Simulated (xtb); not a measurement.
## C2H8NSi (charge −1): geometry relaxation (part 2 of 3)

C2H8NSi, charge −1; GFN-FF (xtb 6.7.1). The input holds or restrains some coordinates. The geometry comes from this level: GFN2-xTB.

Geometry of the input (Å):
```
C  -0.4808  1.9208  0.4545
C  -0.5979  0.4529  0.2821
N  0.4939  -0.2964  -0.0812
Si 0.5197  -1.9739  -0.4915
H  -1.2971  2.2965  1.0692
H  0.4647  2.1775  0.9351
H  -0.5175  2.4588  -0.5038
H  -1.5566  -0.0019  0.1199
H  1.3645  0.1988  0.0407
H  -0.3891  -2.1931  -1.6229
H  0.0736  -2.8310  0.6175
H  1.9227  -2.2090  -0.8197
```

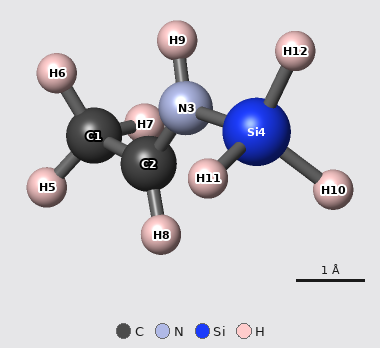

**Figure 1.** The geometry at step 8 of the log (ball-and-stick view, seen at a tilt; atoms are numbered from 1 in the order of the input).

## What the program printed, continued
```
........................................................................
.............................. CYCLE   13 ..............................
........................................................................
     iter. time                 ...        0 min,  0.000 sec
 * total energy  :    -2.7514266 Eh     change       -0.6514115E-05 Eh
   gradient norm :     0.0009718 Eh/α   predicted    -0.3239914E-05 ( -50.26%)
   displ. norm   :     0.0337031 α      lambda       -0.3747126E-05
   maximum displ.:     0.0227315 α      in ANC's #4, #3, #2, ...

........................................................................
.............................. CYCLE   14 ..............................
........................................................................
     iter. time                 ...        0 min,  0.000 sec
 * total energy  :    -2.7514310 Eh     change       -0.4438422E-05 Eh
   gradient norm :     0.0012169 Eh/α   predicted    -0.1874694E-05 ( -57.76%)
   displ. norm   :     0.0651465 α      lambda       -0.6454179E-05
   maximum displ.:     0.0429958 α      in ANC's #4, #3, #2, ...

........................................................................
.............................. CYCLE   15 ..............................
........................................................................
     iter. time                 ...        0 min,  0.000 sec
 * total energy  :    -2.7514377 Eh     change       -0.6715019E-05 Eh
   gradient norm :     0.0011145 Eh/α   predicted    -0.3231914E-05 ( -51.87%)
   displ. norm   :     0.0504039 α      lambda       -0.4142697E-05
   maximum displ.:     0.0327446 α      in ANC's #3, #4, #2, ...

........................................................................
.............................. CYCLE   16 ..............................
........................................................................
     iter. time                 ...        0 min,  0.000 sec
 * total energy  :    -2.7514422 Eh     change       -0.4428550E-05 Eh
   gradient norm :     0.0006498 Eh/α   predicted    -0.2072199E-05 ( -53.21%)
   displ. norm   :     0.0400912 α      lambda       -0.3156981E-05
   maximum displ.:     0.0323212 α      in ANC's #3, #4, #2, ...

   *** GEOMETRY OPTIMIZATION CONVERGED AFTER 16 ITERATIONS ***

------------------------------------------------------------------------
 total energy gain   :        -0.0256790 Eh      -16.1138 kcal/mol
 total RMSD          :         0.2206794 a0        0.1168 Å
 total power (kW/mol):        -4.2137635 (step)********** (real)
------------------------------------------------------------------------

 ANCopt (total)                0 d,  0 h,  0 min,  0.004 sec
 optimizer setup                ...        0 min,  0.000 sec (  1.784%)
 model hessian                  ...        0 min,  0.000 sec (  4.620%)
 ANC generation                 ...        0 min,  0.000 sec ( 11.803%)
 coordinate transformation      ...        0 min,  0.000 sec (  1.615%)
 single point calculation       ...        0 min,  0.001 sec ( 30.789%)
 optimization log               ...        0 min,  0.001 sec ( 13.146%)
 hessian update                 ...        0 min,  0.000 sec (  1.109%)
 rational function              ...        0 min,  0.001 sec ( 19.261%)

================
 final structure:
================
12
 xtb: 6.7.1
C           -0.50828926027341        1.97327628043614        0.51339119856919
C           -0.59639639982630        0.51883135074864        0.19304457235041
N            0.43374342905666       -0.21319876970226       -0.08112972462293
Si           0.55292223110993       -1.98180499672547       -0.49799081893035
H           -1.38609324032366        2.35778052362818        1.05524060077588
H            0.39503903885383        2.22481367066719        1.08584169192434
H           -0.45334165825784        2.45670346980536       -0.47590709945239
H           -1.57170737638588        0.05202927200582        0.15593439097469
H            1.37307854315787        0.18281163330606       -0.07570422954519
H           -0.29520277235799       -2.33784039140899       -1.64451887719214
H            0.13506154195243       -2.83846128515714        0.62086631015367
H            1.92118592561765       -2.39493075748500       -0.84907801578493

 Bond Distances (Angstroems)
 ---------------------------
C1-C2=1.4919         C1-H5=1.1009         C1-H6=1.0986         C1-H7=1.1025         C2-C1=1.4919         C2-N3=1.2931
C2-H8=1.0819         N3-C2=1.2931         N3-Si4=1.8210        N3-H9=1.0194         Si4-N3=1.8210        Si4-H10=1.4699
Si4-H11=1.4698       Si4-H12=1.4718       H5-C1=1.1009         H6-C1=1.0986         H7-C1=1.1025         H8-C2=1.0819
H9-N3=1.0194         H10-Si4=1.4699       H11-Si4=1.4698       H12-Si4=1.4718
 C  H  Rav=1.0960 sigma=0.0082  Rmin=1.0819  Rmax=1.1025     4
 C  C  Rav=1.4919 sigma=0.0000  Rmin=1.4919  Rmax=1.4919     1
 N  H  Rav=1.0194 sigma=0.0000  Rmin=1.0194  Rmax=1.0194     1
 N  C  Rav=1.2931 sigma=0.0000  Rmin=1.2931  Rmax=1.2931     1
 Si H  Rav=1.4705 sigma=0.0009  Rmin=1.4698  Rmax=1.4718     3
 Si N  Rav=1.8210 sigma=0.0000  Rmin=1.8210  Rmax=1.8210     1

 selected bond angles (degree)
 --------------------
H5-C1-C2=113.52                H6-C1-C2=112.56                H6-C1-H5=108.61                H7-C1-C2=103.75
H7-C1-H5=109.16                H7-C1-H6=109.04                N3-C2-C1=123.39                H8-C2-C1=118.77
H8-C2-N3=117.81                Si4-N3-C2=130.58               H9-N3-C2=120.86                H9-N3-Si4=108.55
H10-Si4-N3=112.09              H11-Si4-N3=111.91              H11-Si4-H10=106.77             H12-Si4-N3=112.84
H12-Si4-H10=106.40             H12-Si4-H11=106.40

 selected dihedral angles (degree)
 ---------------------------------
N3-C2-C1-H5=200.39            N3-C2-C1-H6=324.29            N3-C2-C1-H7= 82.02            H8-C2-C1-H5= 22.37
H8-C2-C1-H6=146.27            H8-C2-C1-H7=264.00            Si4-N3-C2-C1=180.14           Si4-N3-C2-H8=358.18
H9-N3-C2-C1=  0.92            H9-N3-C2-H8=178.95            H10-Si4-N3-C2= 55.19          H10-Si4-N3-H9=234.49
H11-Si4-N3-C2=295.26          H11-Si4-N3-H9=114.56          H12-Si4-N3-C2=175.29          H12-Si4-N3-H9=354.59
           -------------------------------------------------
          |                Final Singlepoint                |
           -------------------------------------------------
         :::::::::::::::::::::::::::::::::::::::::::::::::::::
         ::                     SUMMARY                     ::
         :::::::::::::::::::::::::::::::::::::::::::::::::::::
         :: total energy              -2.751442172820 Eh    ::
         :: gradient norm              0.000649830863 Eh/a0 ::
         ::.................................................::
         :: bond energy               -1.730708295173 Eh    ::
         :: angle energy               0.020028739994 Eh    ::
         :: torsion energy             0.000629361630 Eh    ::
         :: repulsion energy           0.076519707080 Eh    ::
         :: electrostat energy        -1.112708442201 Eh    ::
         :: dispersion energy         -0.005656260547 Eh    ::
         :: HB energy                 -0.000000000276 Eh    ::
         :: XB energy                  0.000000000000 Eh    ::
         :: bonded atm energy          0.000173957064 Eh    ::
         :: external energy            0.000000000000 Eh    ::
         :: add. restraining           0.000279059608 Eh    ::
         :: total charge              -1.000000000000 e     ::
         :::::::::::::::::::::::::::::::::::::::::::::::::::::

           -------------------------------------------------
          |                Property Printout                |
           -------------------------------------------------

molecular dipole:
                 x           y           z       tot (Debye)
 q only:       -0.054       0.409       0.090       1.073
           -------------------------------------------------
          |                Geometry Summary                 |
           -------------------------------------------------

      molecular mass/u    :       74.1771997
   center of mass at/Å    :        0.1139876      -0.3911391      -0.0912168
  moments of inertia/u·Å² :        0.1683853E+02   0.2179122E+03   0.2259168E+03
rotational constants/cm⁻¹ :        0.1001135E+01   0.7735976E-01   0.7461878E-01

 * 10 selected distances

     #   Z          #   Z                                           value/Å
     2   6 C        3   7 N                                       1.2931466
     3   7 N        4  14 Si                                      1.8209737 (max)
     1   6 C        5   1 H                                       1.1009016
     1   6 C        6   1 H                                       1.0986232
     1   6 C        7   1 H                                       1.1024665
     2   6 C        8   1 H                                       1.0819025
     3   7 N        9   1 H                                       1.0194137 (min)
     4  14 Si      10   1 H                                       1.4698994
     4  14 Si      11   1 H                                       1.4697990
     4  14 Si      12   1 H                                       1.4717612

 * 5 distinct bonds (by element types)

   Z      Z             #   av. dist./Å        max./Å        min./Å
   1 H    6 C           4     1.0959735     1.1024665     1.0819025
   1 H    7 N           1     1.0194137     1.0194137     1.0194137
   6 C    7 N           1     1.2931466     1.2931466     1.2931466
   1 H   14 Si          3     1.4704865     1.4717612     1.4697990
   7 N   14 Si          1     1.8209737     1.8209737     1.8209737

optimized geometry written to: xtbopt.xyz

           -------------------------------------------------
          | TOTAL ENERGY               -2.751442172820 Eh   |
          | GRADIENT NORM               0.000649830863 Eh/α |
           -------------------------------------------------

------------------------------------------------------------------------
------------------------------------------------------------------------
 total:
 *  cpu-time:     0 d,  0 h,  0 min,  0.008 sec
 * ratio c/w:     0.991 speedup
 SCF:
 *  cpu-time:     0 d,  0 h,  0 min,  0.000 sec
 * ratio c/w:     0.998 speedup
 ANC optimizer:
 *  cpu-time:     0 d,  0 h,  0 min,  0.005 sec
 * ratio c/w:     0.986 speedup
```

## File xtbopt.xyz
```
12
 energy: -2.751442172820 gnorm: 0.000649830863 xtb: 6.7.1
C           -0.50828926027341        1.97327628043614        0.51339119856919
C           -0.59639639982630        0.51883135074864        0.19304457235041
N            0.43374342905666       -0.21319876970226       -0.08112972462293
Si           0.55292223110993       -1.98180499672547       -0.49799081893035
H           -1.38609324032366        2.35778052362818        1.05524060077588
H            0.39503903885383        2.22481367066719        1.08584169192434
H           -0.45334165825784        2.45670346980536       -0.47590709945239
H           -1.57170737638588        0.05202927200582        0.15593439097469
H            1.37307854315787        0.18281163330606       -0.07570422954519
H           -0.29520277235799       -2.33784039140899       -1.64451887719214
H            0.13506154195243       -2.83846128515714        0.62086631015367
H            1.92118592561765       -2.39493075748500       -0.84907801578493
```

## Standard error
```
normal termination of xtb
```

## Trajectory as extended XYZ (Å, eV, eV/Å), 16 frames, from step=0 to step=15
```
12
Properties=species:S:1:pos:R:3 step=0 energy=-74.17179
C    -0.4808    1.9208    0.4545
C    -0.5979    0.4529    0.2821
N     0.4939   -0.2964   -0.0812
Si    0.5197   -1.9739   -0.4915
H    -1.2971    2.2965    1.0692
H     0.4647    2.1775    0.9351
H    -0.5175    2.4588   -0.5038
H    -1.5566   -0.0019    0.1199
H     1.3645    0.1988    0.0407
H    -0.3891   -2.1931   -1.6229
H     0.0736   -2.8310    0.6175
H     1.9227   -2.2090   -0.8197
12
Properties=species:S:1:pos:R:3 step=1 energy=-74.71126
C    -0.4795    1.9265    0.4804
C    -0.5829    0.4634    0.2459
N     0.4779   -0.2708   -0.0657
Si    0.5141   -1.9707   -0.4909
H    -1.3145    2.3104    1.0763
H     0.4673    2.1943    0.9604
H    -0.5085    2.3904   -0.5148
H    -1.5487   -0.0022    0.1171
H     1.3609    0.2235    0.0328
H    -0.3826   -2.1977   -1.6349
H     0.0775   -2.8305    0.6237
H     1.9191   -2.2365   -0.8304
12
Properties=species:S:1:pos:R:3 step=2 energy=-74.81067
C    -0.4854    1.9344    0.4921
C    -0.5710    0.4732    0.2197
N     0.4684   -0.2499   -0.0498
Si    0.5145   -1.9733   -0.4904
H    -1.3367    2.3182    1.0740
H     0.4546    2.2097    0.9889
H    -0.4953    2.3771   -0.5156
H    -1.5411   -0.0029    0.1274
H     1.3637    0.2399    0.0147
H    -0.3690   -2.2111   -1.6455
H     0.0844   -2.8330    0.6286
H     1.9130   -2.2821   -0.8441
12
Properties=species:S:1:pos:R:3 step=3 energy=-74.83333
C    -0.4925    1.9433    0.4947
C    -0.5699    0.4814    0.2083
N     0.4685   -0.2420   -0.0410
Si    0.5203   -1.9787   -0.4907
H    -1.3507    2.3221    1.0719
H     0.4405    2.2214    1.0056
H    -0.4942    2.3958   -0.5119
H    -1.5403    0.0021    0.1340
H     1.3705    0.2401    0.0047
H    -0.3547   -2.2269   -1.6503
H     0.0928   -2.8384    0.6286
H     1.9096   -2.3203   -0.8539
12
Properties=species:S:1:pos:R:3 step=4 energy=-74.85720
C    -0.5057    1.9607    0.4975
C    -0.5717    0.4984    0.1943
N     0.4706   -0.2274   -0.0304
Si    0.5340   -1.9865   -0.4927
H    -1.3704    2.3296    1.0719
H     0.4159    2.2434    1.0275
H    -0.5029    2.4339   -0.5019
H    -1.5411    0.0187    0.1410
H     1.3851    0.2295   -0.0043
H    -0.3267   -2.2617   -1.6556
H     0.1102   -2.8491    0.6232
H     1.9027   -2.3896   -0.8704
12
Properties=species:S:1:pos:R:3 step=5 energy=-74.86272
C    -0.5112    1.9677    0.4990
C    -0.5731    0.5062    0.1928
N     0.4714   -0.2197   -0.0320
Si    0.5412   -1.9862   -0.4944
H    -1.3767    2.3333    1.0731
H     0.4063    2.2522    1.0333
H    -0.5095    2.4456   -0.4964
H    -1.5419    0.0290    0.1406
H     1.3926    0.2187   -0.0043
H    -0.3158   -2.2797   -1.6539
H     0.1174   -2.8529    0.6165
H     1.8994   -2.4142   -0.8743
12
Properties=species:S:1:pos:R:3 step=6 energy=-74.86625
C    -0.5151    1.9725    0.5012
C    -0.5740    0.5125    0.1948
N     0.4710   -0.2129   -0.0390
Si    0.5471   -1.9824   -0.4959
H    -1.3812    2.3364    1.0744
H     0.4000    2.2576    1.0373
H    -0.5135    2.4506   -0.4917
H    -1.5432    0.0377    0.1389
H     1.3998    0.2055   -0.0063
H    -0.3098   -2.2956   -1.6485
H     0.1215   -2.8545    0.6082
H     1.8973   -2.4273   -0.8735
12
Properties=species:S:1:pos:R:3 step=7 energy=-74.86800
C    -0.5163    1.9742    0.5035
C    -0.5747    0.5154    0.1974
N     0.4691   -0.2094   -0.0470
Si    0.5500   -1.9780   -0.4962
H    -1.3838    2.3378    1.0748
H     0.3980    2.2581    1.0409
H    -0.5126    2.4511   -0.4892
H    -1.5446    0.0415    0.1369
H     1.4039    0.1953   -0.0124
H    -0.3089   -2.3044   -1.6425
H     0.1220   -2.8535    0.6032
H     1.8979   -2.4281   -0.8694
12
Properties=species:S:1:pos:R:3 step=8 energy=-74.86890
C    -0.5160    1.9741    0.5055
C    -0.5757    0.5161    0.1983
N     0.4662   -0.2087   -0.0534
Si    0.5508   -1.9749   -0.4956
H    -1.3853    2.3379    1.0744
H     0.3982    2.2554    1.0450
H    -0.5084    2.4509   -0.4877
H    -1.5461    0.0419    0.1348
H     1.4046    0.1886   -0.0213
H    -0.3101   -2.3078   -1.6380
H     0.1210   -2.8506    0.6027
H     1.9008   -2.4228   -0.8646
12
Properties=species:S:1:pos:R:3 step=9 energy=-74.86951
C    -0.5144    1.9730    0.5079
C    -0.5782    0.5158    0.1967
N     0.4607   -0.2100   -0.0598
Si    0.5509   -1.9734   -0.4941
H    -1.3861    2.3377    1.0732
H     0.3997    2.2491    1.0516
H    -0.5001    2.4521   -0.4855
H    -1.5490    0.0407    0.1324
H     1.4019    0.1826   -0.0364
H    -0.3117   -2.3092   -1.6346
H     0.1196   -2.8452    0.6070
H     1.9066   -2.4131   -0.8585
12
Properties=species:S:1:pos:R:3 step=10 energy=-74.86975
C    -0.5137    1.9728    0.5083
C    -0.5797    0.5158    0.1951
N     0.4587   -0.2108   -0.0606
Si    0.5508   -1.9747   -0.4938
H    -1.3855    2.3381    1.0727
H     0.4000    2.2467    1.0537
H    -0.4973    2.4534   -0.4843
H    -1.5504    0.0409    0.1325
H     1.3996    0.1822   -0.0405
H    -0.3110   -2.3095   -1.6355
H     0.1200   -2.8435    0.6102
H     1.9084   -2.4113   -0.8578
12
Properties=species:S:1:pos:R:3 step=11 energy=-74.86995
C    -0.5133    1.9728    0.5084
C    -0.5813    0.5162    0.1938
N     0.4568   -0.2112   -0.0615
Si    0.5509   -1.9765   -0.4941
H    -1.3852    2.3396    1.0714
H     0.3994    2.2444    1.0559
H    -0.4940    2.4545   -0.4831
H    -1.5520    0.0417    0.1350
H     1.3973    0.1821   -0.0434
H    -0.3094   -2.3108   -1.6373
H     0.1213   -2.8425    0.6127
H     1.9096   -2.4104   -0.8577
12
Properties=species:S:1:pos:R:3 step=12 energy=-74.87013
C    -0.5124    1.9727    0.5091
C    -0.5846    0.5167    0.1922
N     0.4526   -0.2118   -0.0648
Si    0.5510   -1.9789   -0.4949
H    -1.3845    2.3431    1.0693
H     0.3989    2.2401    1.0608
H    -0.4873    2.4556   -0.4814
H    -1.5560    0.0436    0.1389
H     1.3926    0.1819   -0.0488
H    -0.3064   -2.3147   -1.6401
H     0.1241   -2.8407    0.6166
H     1.9119   -2.4077   -0.8567
12
Properties=species:S:1:pos:R:3 step=13 energy=-74.87025
C    -0.5114    1.9727    0.5099
C    -0.5877    0.5171    0.1916
N     0.4481   -0.2122   -0.0686
Si    0.5513   -1.9802   -0.4956
H    -1.3841    2.3464    1.0670
H     0.3986    2.2360    1.0659
H    -0.4801    2.4563   -0.4799
H    -1.5600    0.0457    0.1424
H     1.3879    0.1819   -0.0545
H    -0.3036   -2.3196   -1.6419
H     0.1269   -2.8395    0.6189
H     1.9142   -2.4046   -0.8551
12
Properties=species:S:1:pos:R:3 step=14 energy=-74.87044
C    -0.5095    1.9728    0.5119
C    -0.5931    0.5181    0.1917
N     0.4396   -0.2129   -0.0760
Si    0.5521   -1.9816   -0.4970
H    -1.3844    2.3528    1.0613
H     0.3972    2.2290    1.0767
H    -0.4655    2.4570   -0.4775
H    -1.5673    0.0495    0.1495
H     1.3792    0.1821   -0.0662
H    -0.2986   -2.3299   -1.6440
H     0.1318   -2.8383    0.6212
H     1.9184   -2.3987   -0.8516
12
Properties=species:S:1:pos:R:3 step=15 energy=-74.87056
C    -0.5083    1.9733    0.5134
C    -0.5964    0.5188    0.1930
N     0.4337   -0.2132   -0.0811
Si    0.5529   -1.9818   -0.4980
H    -1.3861    2.3578    1.0552
H     0.3950    2.2248    1.0858
H    -0.4533    2.4567   -0.4759
H    -1.5717    0.0520    0.1559
H     1.3731    0.1828   -0.0757
H    -0.2952   -2.3378   -1.6445
H     0.1351   -2.8385    0.6209
H     1.9212   -2.3949   -0.8491
```

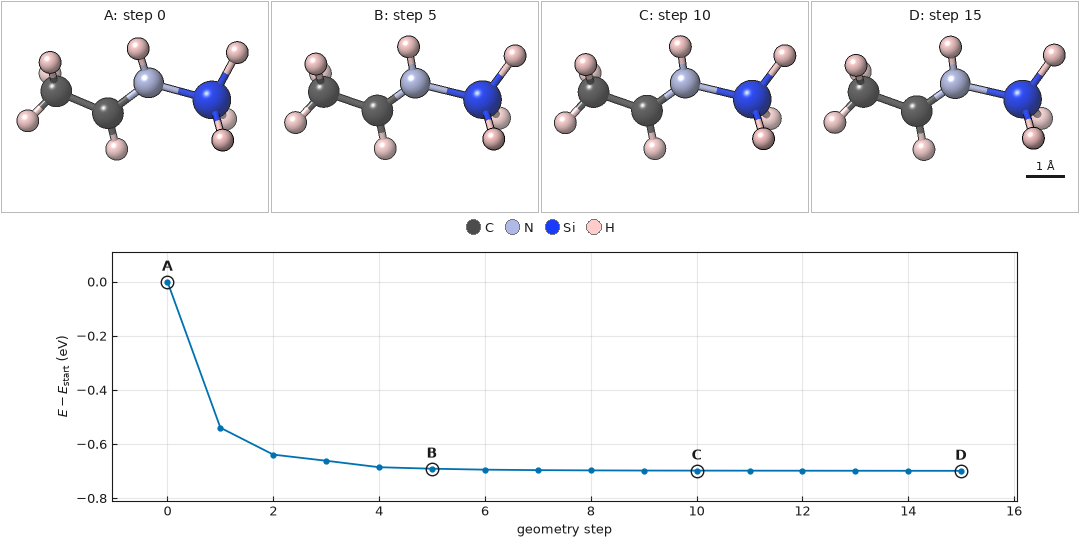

**Figure 2.** Frames of the restrained relaxation (ball-and-stick view, seen at a tilt) above the curves, on which the letters mark them (steps are counted from 0).
